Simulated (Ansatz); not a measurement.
# N2 (nitrogen) at RPA@PBE/def2-TZVPPD

What is the energy change on altering one bond length of N2 (nitrogen) at RPA@PBE/def2-TZVPPD? 

The calculation is run with Ansatz 0.2.0.

15 further runs of the same task are left out: 15 set aside as unsound or not needed.

### Step 1. Starting point

N2: 2 atoms, total charge 0, spin state singlet. SMILES: `N#N`. The coordinates come from a PBE0-D4/def2-TZVP relaxation.

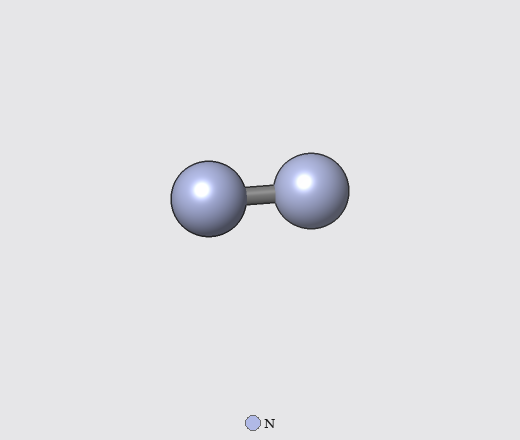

The structure, seen from a chosen angle (nitrogen light blue).

### Step 2. The energy at RPA@PBE/def2-TZVPPD

input.yaml

```yaml
basis:
  gaussian:
    orbitals: def2-TZVPPD.json
crystal:
  periodic: [false, false, false]
  atoms:
    - {symbol: "N", position_ang: [0.465500, -0.150300, 0.239800]}
    - {symbol: "N", position_ang: [-0.465500, 0.150300, -0.239800]}
hamiltonian:
  xc: pbe
correlation:
  method: rpa
  frozen_orbitals: {"N": 1}
accuracy: high
```

The basis set def2-TZVPPD is read from a file made from the Basis Set Exchange's data (not shown).

Started as:

```console
$ ansatz run input.yaml --threads 1 --pin off --max-ram 3480MiB --events-out events.jsonl --progress --plain --runs-dir runs
```

Standard output:

```text
Warning: RAYON_NUM_THREADS=1 ignored (pool sized by the plan → 1); use --threads N
Functional definition: PBE
  name "PBE"
  parameter kappa = 0.804
  parameter beta = 0.06672455060314922
  exchange = pbe_x(kappa = kappa, mu = beta*pi^2/3)
  correlation = pbe_c(beta = beta)
1022 factors; integrals over basis functions are off by at most 3.0e-9 eV
mean field evaluation 1: about -2976.4636 eV, gradient 3.2e1 eV
mean field evaluation 2: about -2976.4644 eV, gradient 3.2e1 eV
mean field evaluation 4: about -2978.3444 eV, gradient 1.0e0 eV
mean field evaluation 8: about -2978.3469 eV, gradient 1.2e-3 eV
mean field evaluation 16: about -2978.3469 eV, gradient 1.7e-8 eV
mean field -2978.34692172 eV, -109.4522305773 hartree, gradient 1.7e-8 eV, S^2 0.000000; 0 other end points of the search recorded, 0 dependent functions left out
2 core orbitals not correlated: weight in the atoms' cores, before any rotation towards them, 1.000 or more for the frozen orbitals, at most 0.000 for the correlated occupied ones
reference -2965.31283376 eV, -108.9732366795 hartree; 5, 5 occupied and 67, 67 virtual orbitals, 1022 factors
Total energy: -2980.47577608 eV, -109.5304645319 hartree
```

Run time: 2.8 s. Hardware: 1 thread of Arm Neoverse V1, shared host; peak memory 0.15 GiB.

### Step 3. The distorted shape at the same level

input.yaml

```yaml
crystal:
  periodic: [false, false, false]
  atoms:
    - symbol: "N"
      position_ang: [1.210296, -0.390779, 0.623478]
    - symbol: "N"
      position_ang: [-0.465500, 0.150300, -0.239800]
basis:
  gaussian: {orbitals: def2-TZVPPD.json}
hamiltonian: {xc: {name: PBE}}
correlation: {method: rpa, frozen_orbitals: {"N": 1}}
accuracy: high
```

The basis set def2-TZVPPD is read from a file made from the Basis Set Exchange's data (not shown).

Started as:

```console
$ ansatz run input.yaml --threads 1 --pin off --max-ram 3480MiB --events-out events.jsonl --progress --plain --runs-dir runs
```

Standard output, cut to the lines that bear on the results:

```text
Warning: RAYON_NUM_THREADS=1 ignored (pool sized by the plan → 1); use --threads N
[... 2 set-up lines as earlier in the session ...]
[...]
1009 factors; integrals over basis functions are off by at most 2.8e-9 eV
[...]
mean field -2967.91456160 eV, -109.0688484139 hartree, gradient 2.3e-10 eV, S^2 0.000000; 0 other end points of the search recorded, 0 dependent functions left out; unrestricted orbitals would lower it
[...]
unrestricted determinant -2957.60887867 eV, -108.6901215519 hartree, S^2 2.6465
2 core orbitals not correlated: weight in the atoms' cores, before any rotation towards them, 1.000 or more for the frozen orbitals, at most 0.000 for the correlated occupied ones
reference -2948.38117160 eV, -108.3510095717 hartree; 5, 5 occupied and 67, 67 virtual orbitals, 1009 factors
Total energy: -2971.38629442 eV, -109.1964322419 hartree
```

Run time: 3.3 s. Hardware: 1 thread of Arm Neoverse V1, shared host; peak memory 0.16 GiB.

### Step 4. Summary of results

At RPA@PBE/def2-TZVPPD, 2 core orbitals frozen:

| quantity | value |
| --- | --- |
| first shape: total energy | -109.53046 Eh |
| first shape: RPA correlation energy (valence) | -557.2 mEh |
| distorted shape: total energy | -109.19643 Eh |
| distorted shape: RPA correlation energy (valence) | -845.4 mEh |
| energy change with the N1–N2 bond stretched from 1.090 to 1.961 Å | 9.089 eV |

With the N1–N2 bond stretched from 1.090 to 1.961 Å the energy rises by 9.09 eV (210 kcal/mol). The first shape isn't relaxed at this level, so the change isn't measured from a minimum. A restricted reference can't describe the breaking bond well at this length. The restricted solution (distorted shape) is unstable to spin breaking: an unrestricted one lies lower.
